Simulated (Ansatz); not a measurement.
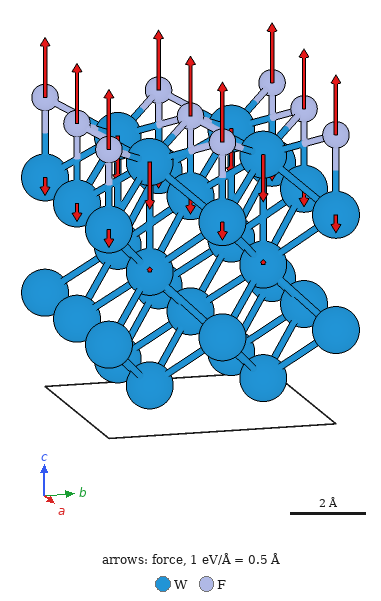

Starting geometry of a slab of composition W5F (cut from the Im-3m phase) with the computed forces as red arrows. The picture is a ball-and-stick view of the 2 × 2 repeat of the cell, outlined in the plane, without the vacuum, seen slightly off an axis.

Case: F put over a W atom of a lower plane. The slab is the (1 0 0) face of W with F on it. 2 atoms are held fixed.

Theory: DFT PBEsol, scalar-relativistic, plane waves, PAW in Ansatz 0.2.0. (plane-wave cutoff 420 eV; k-point mesh 9 × 9 × 1; occupations gaussian; smearing width 0.1 eV; no spin polarisation; dipole correction; atoms relaxed in a fixed cell; force threshold 0.03 eV/Å; at most 70 steps)

What follows when this structure is relaxed?

Answer. It isn't relaxed: the largest force vector, on the F atom, is 3.34 eV/Å. The final displacements follow the starting forces only in part (cosine between the two patterns 0.71). After 6 accepted moves (7 points after the start) the energy has fallen by 1.195 eV per cell of the calculation. Largest force component: 3.3 eV/Å at the start, 0.002 eV/Å at the end. 1 step only repeated the SCF at the same geometry. The atom that moves furthest is the F atom (0.67 Å along the normal (+c)). Largest moves by element: F 0.67 Å, W 0.07 Å. The lattice vectors keep their values. Near-neighbour distances that change, for instance: F–W 2.197 → 2.908 Å, F–W 2.370 → 2.633 Å, W–W 2.632 → 2.692 Å, W–W 3.021 → 3.079 Å. Bonds break, among them: F–W (2.20 → 2.91 Å). Among the angles between lasting bonds that change: W–F–W 140.5° → 115.8°, W–F–W 83.5° → 73.6°. Cost: 42 s on 2 threads of Intel(R) Xeon(R) 6975P-C (Granite Rapids), with other jobs on the host, peak memory 0.59 GiB.

Limits of the set-up: the cell has an odd number of electrons but was run without spin polarisation; the periodic images lie only 3.2 Å apart, so the values are limited by the cell's size.
